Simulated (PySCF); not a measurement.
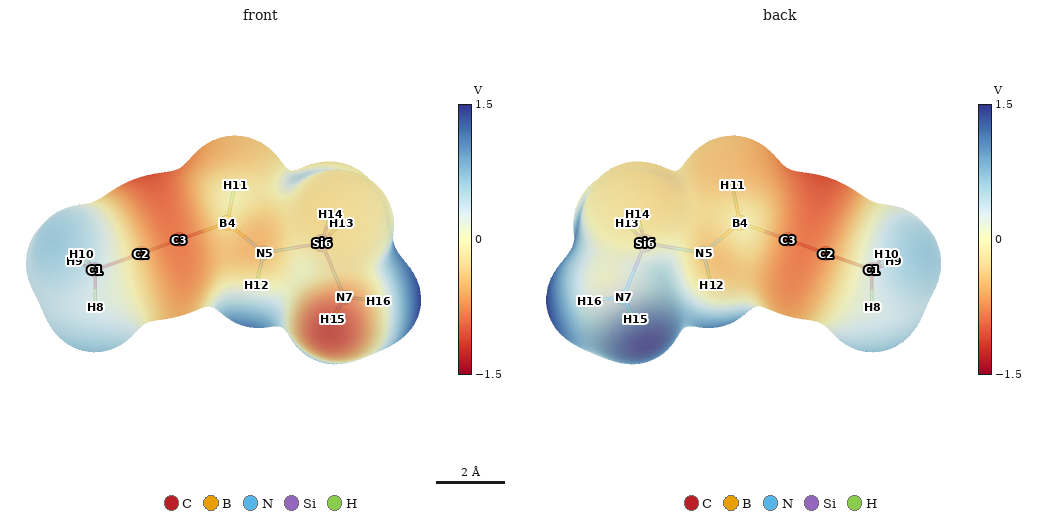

Figure 1: C₃H₉BN₂Si (SMILES CC#CBN[SiH2]N). The molecular electrostatic potential painted on the density surface at 0.001 e/bohr³, seen from the front and from behind; the colour scale runs from red (negative) to blue (positive).

Geometry: GFN2-xTB.

Computed with PBE0/pcSseg-1, SCF density, gas phase, non-relativistic in PySCF 2.14.0.

```xyz
16

C    -3.8738    0.0099   -1.1086
C    -2.6265   -0.0650   -0.3771
C    -1.5923   -0.1309    0.2409
B    -0.2820   -0.2127    0.9960
N     0.9272   -0.1069    0.2988
Si    2.5607   -0.2264    0.8777
N     3.4856    0.3659   -0.4545
H    -3.6886    0.2718   -2.1510
H    -4.5226    0.7642   -0.6623
H    -4.3827   -0.9539   -1.0728
H    -0.2602   -0.3530    2.1615
H     0.8533   -0.0021   -0.7037
H     2.9875   -1.6173    1.0560
H     2.6623    0.5314    2.1321
H     3.2589    1.2706   -0.8373
H     4.4856    0.2658   -0.4071
```

> Where is the surface potential most negative and most positive?

The most negative region (about −1.0 V) lies over C3 and N7, the most positive (about +1.4 V) over H15 and H16.

> What dipole moment does the calculation give?

Its dipole moment is 2.15 D.
